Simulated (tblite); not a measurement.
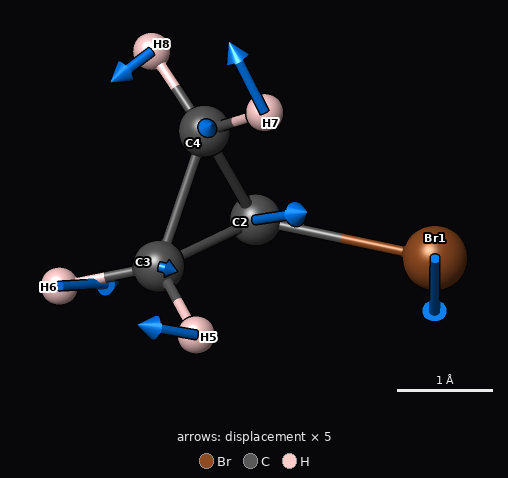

A relaxation of C$_{3}$H$_{4}$Br (multiplicity 2). The starting structure is drawn; blue arrows show the displacements, magnified 5 times. The two geometries are superimposed by the best rigid fit.

Style: ball-and-stick. Shown face on.

Level of theory: GFN2-xTB geometry optimisation, gas phase in tblite 0.8.0. 

**Which element moves most?**

Bromine: up to 0.28 Å, against 0.20 Å for carbon.

**What happened in the run?**

The largest move after the best rigid fit is that of Br1, 0.28 Å. Largest moves by element: Br 0.28 Å, C 0.20 Å, H 0.19 Å. Among the contacts that change: Br1–C2 1.962 → 1.862 Å, C2–C4 1.510 → 1.468 Å, C2–C3 1.504 → 1.468 Å, C3–H5 1.107 → 1.084 Å. Among the angles between lasting bonds that change: Br1–C2–C4 110.4° → 128.6°, Br1–C2–C3 118.2° → 128.5°, C3–C4–H7 112.7° → 119.6°. After 27 geometry steps the energy has fallen by 0.409 eV.
